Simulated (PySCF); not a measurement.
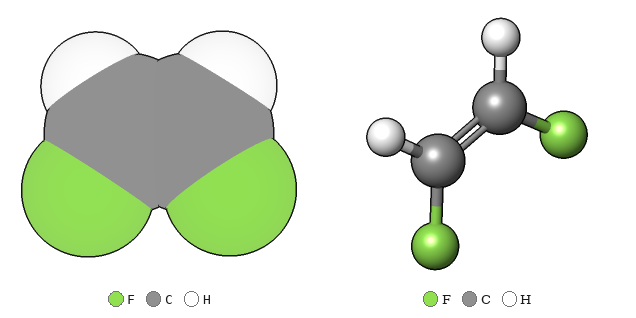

The same structure drawn twice, from different directions.

> Give the formula.

C2H2F2, 6 atoms: 2 carbon, 2 hydrogen and 2 fluorine.

> How many sets of symmetry-equivalent atoms are there?

3: 2 F, 2 C, 2 H.

The parts below concern this one geometry. Atoms keep their numbers from picture to picture. The geometry was computed by an optimisation with PBE0-D3(BJ)/def2-SVP. No frequency run is at hand to confirm it as a minimum.

### Electronic properties

No frequency run is at hand to confirm it as a minimum. Level of theory: B3LYP/pcJ-1, gas phase (PySCF 2.14.0).

What does the calculation give?

- dipole moment: 2.34 D
- HOMO energy (Kohn–Sham orbital): −7.28 eV
- LUMO energy (Kohn–Sham orbital): 0.17 eV
- HOMO–LUMO gap: 7.45 eV

### NMR shielding

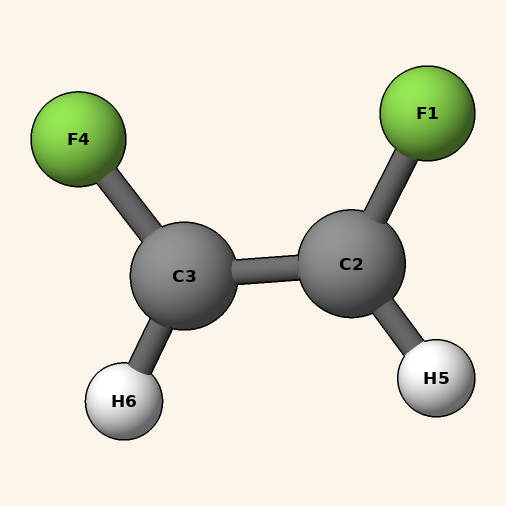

No frequency run is at hand to confirm it as a minimum. Properties computed with GIAO PBE0/pcSseg-1 NMR shielding, non-relativistic, gas phase (PySCF 2.14.0). Principal shieldings σ11 ≤ σ22 ≤ σ33, span Ω = σ33 − σ11, skew κ = 3(σiso − σ22)/Ω.

Give the shielding tensors of the F atoms.

```csv
atom,σ11,σ22,σ33,σiso,Ω,κ
"F1, F4",250.4,287.4,471.4,336.4,221.0,0.66
```

Shieldings and span in ppm.

### Spin–spin coupling

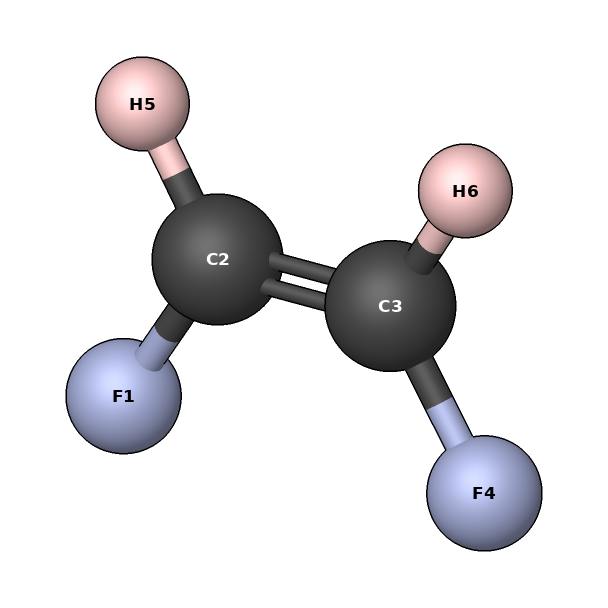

No frequency run is at hand to confirm it as a minimum. Properties computed with B3LYP/pcJ-1 indirect spin-spin coupling, non-relativistic, gas phase (PySCF 2.14.0). Isotopes: 13C, 19F, 1H.

Give the spin–spin coupling constants of these pairs, with the number of bonds between them: F1/H5, F1/C3, C2/F4, F1/H6.

```tsv
pair	bonds apart	J (Hz)
F1, H5	2	76.4
F1, C3	2	6.8
C2, F4	2	6.7
F1, H6	3	17.5
```

Density functionals are unreliable for couplings to fluorine, so those rows may be far off.

### Charges

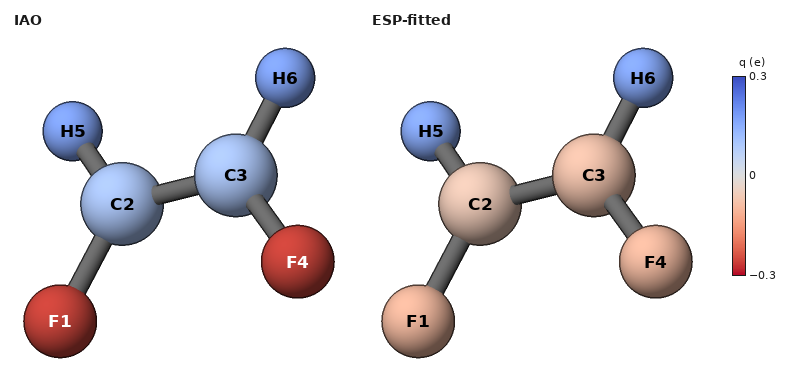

Atomic charges of one calculation by 2 schemes, on one colour scale. No frequency run is at hand to confirm it as a minimum. Level of theory: PBE0/pcSseg-1 (PySCF 2.14.0).

> Which scheme gives the most polar picture (largest mean size of the charges)?

The IAO charges are the largest in size here.

List the charges (e), one line for each set of equivalent atoms.

```tsv
atom	IAO	ESP-fitted
F1, F4	−0.25	−0.09
C2, C3	0.09	−0.06
H5, H6	0.16	0.15
```
